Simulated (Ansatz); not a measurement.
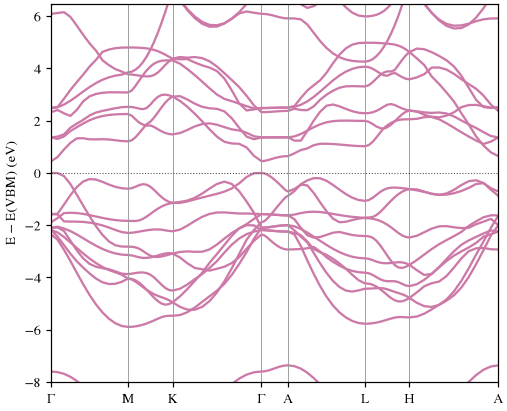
*Band structure from the program Ansatz at the r²SCAN level (PAW)*

The gap is 0.45 eV; an edge lies off the plotted path or next to a special point (maximum on the Γ–M line, 5 % of the way from Γ, minimum at Γ).

The material is Sb$_{2}$Se$_{3}$ (La2O3 or Ni2Al3 type, space group No. 164).

Space group P-3m1 (La2O3 or Ni2Al3 type). The cell is a constructed one: a structure type filled with these elements; neither database checked (COD, Materials Project) lists it. It is not the phase usual at ambient conditions (space group No. 62). The cell was relaxed with r²SCAN under the symmetry of its start; its stability against distortions is not shown here. Scalar-relativistic: spin–orbit coupling is off unless named, which matters more the heavier the elements.

Potentials: the earlier of the program's two PAW sets.
